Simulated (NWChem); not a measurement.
# BF (SMILES [B]F) at HF/def2-TZVPPD

What is the vertical electron affinity of BF at HF/def2-TZVPPD? 

Program for the calculation: NWChem 7.3.0.

2 further runs of the same task are left out: 2 set aside as unsound or not needed. Runs told in other sessions of the task aren't counted.

## (1) The structure to begin with

BF has 2 atoms, charge 0, and is taken as a singlet. As SMILES, `[B]F`. The coordinates come from a PBE0-D4/def2-TZVP relaxation.

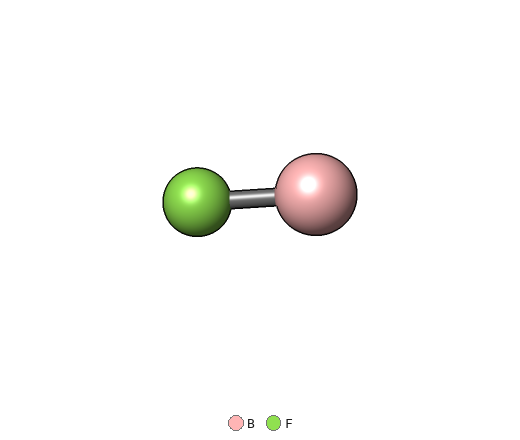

The structure, seen from a chosen angle (boron pink, fluorine green).

## (2) Energy and forces at HF/def2-TZVPPD

run.py

```python
from ase import Atoms
from ase.calculators.nwchem import NWChem

molecule = Atoms('BF', positions=[
    [0.000000, -0.000000, -0.009350],
    [-0.000000, 0.000000, 1.253740],
])

calc = NWChem(
    label='work',
    theory='scf',
    memory='2200 mb',
    basis='def2-TZVPPD',
    basispar='spherical bse',
    scf={'nopen': '0', 'rhf': None, 'thresh': '1e-08', 'maxiter': '80'},
)
molecule.calc = calc

forces = molecule.get_forces()
print(f"energy = {molecule.get_potential_energy():.6f} eV")
print("forces (eV/A):")
for s, f in zip(molecule.symbols, forces):
    print(f"{s:2s} {f[0]:10.5f} {f[1]:10.5f} {f[2]:10.5f}")
print("dipole (e A):", molecule.get_dipole_moment().round(4))
```

The run is started by

```bash
$ export ASE_NWCHEM_COMMAND="nwchem PREFIX.nwi > PREFIX.nwo"
$ python run.py
```

What it wrote:

```text
energy = -3378.631680 eV
forces (eV/A):
B     0.00000    0.00000    0.74968
F    -0.00000   -0.00000   -0.74968
dipole (e A): [-0.      0.      0.1818]
```

The calculator wrote work.nwi:

```
title "work"

permanent_dir work

scratch_dir work

start work

geometry units angstrom nocenter noautosym noautoz
  B  0.0000000000000000e+00 -0.0000000000000000e+00 -9.3500000000000007e-03
  F  -0.0000000000000000e+00 0.0000000000000000e+00 1.2537400000000001e+00
end

memory 2200 mb

basis spherical bse noprint
   * library def2-TZVPPD
end

scf
  nopen 0
  rhf
  thresh 1e-08
  maxiter 80
end

task scf gradient
```

work.nwo, shortened:

```text
[...]
  functions       =    77
[...]
  wavefunction    = RHF
[...]
         Total SCF energy =   -124.162425122772
      One-electron energy =   -208.950903362361
      Two-electron energy =     65.935525397760
 Nuclear repulsion energy =     18.852952841829
        Time for solution =      9.1s
[...]
                         RHF ENERGY GRADIENTS
    atom               coordinates                        gradient
                 x          y          z           x          y          z
   1 B       0.000000   0.000000  -0.017669   -0.000000  -0.000000  -0.014579
   2 F       0.000000   0.000000   2.369225    0.000000   0.000000   0.014579
[...]
```

It took 17 s on 1 thread of Intel Xeon Platinum 8259CL at 2.50GHz (Skylake/Cascade Lake), shared host; peak memory 0.1 GiB.

## (3) The doublet anion: a single-point energy at UHF/def2-TZVPPD

bf.nw

```
start bf
title "BF hf"
memory stack 880 mb heap 220 mb global 1100 mb
charge -1
geometry units angstroms noautosym nocenter noautoz
B        0.000000       0.000000      -0.009350
F        0.000000       0.000000       1.253740
end
basis spherical bse
B library def2-TZVPPD
F library def2-TZVPPD
end
scf
doublet
uhf
thresh 1e-08
maxiter 80
end
task scf
```

The run is started by

```bash
$ nwchem bf.nw > bf.out
```

What it wrote, shortened:

```text
[...]
  functions       =    77
[...]
  wavefunction    = UHF
[...]
         Total SCF energy =   -124.104836172248
      One electron energy =   -211.100227645032
      Two electron energy =     68.142438630955
 Nuclear repulsion energy =     18.852952841829
                       Sz =      0.5000
                 Sz(Sz+1) =      0.7500
                      S^2 =      0.7507
[...]
```

Wall time 18 s (1 thread of Intel Xeon Platinum 8259CL at 2.50GHz (Skylake/Cascade Lake), shared host); peak memory 0.1 GiB.

## (4) Summary of results

Level: HF/def2-TZVPPD.

| quantity | value |
| --- | --- |
| singlet BF: total energy | -124.16243 Eh |
| singlet BF: dipole moment | 0.87 D |
| singlet BF: HOMO energy | -11.02 eV |
| singlet BF: LUMO energy | 1.57 eV |
| singlet BF: HOMO–LUMO gap | 12.60 eV |
| singlet BF: largest force on an atom | 0.750 eV/Å |
| doublet anion: total energy | -124.10484 Eh |
| doublet anion: HOMO energy (highest over α and β) | 1.56 eV |
| doublet anion: LUMO energy (lowest over α and β) | 5.15 eV |
| doublet anion: ⟨S²⟩ | 0.751 |
| vertical electron affinity (to the doublet anion) | -1.567 eV |

What this shows: The anion lies 1.57 eV (151 kJ/mol) above the neutral: the electron isn't bound at this level, and such a value depends on the basis. Hartree–Fock misses the correlation that binds many anions. The largest force (singlet BF) is 0.75 eV/Å: the shape isn't a stationary point for this species at this level. The HOMO (doublet anion) lies at positive energy, 1.56 eV: the electron is unbound at this level or held by a compact basis; values depend on the basis.
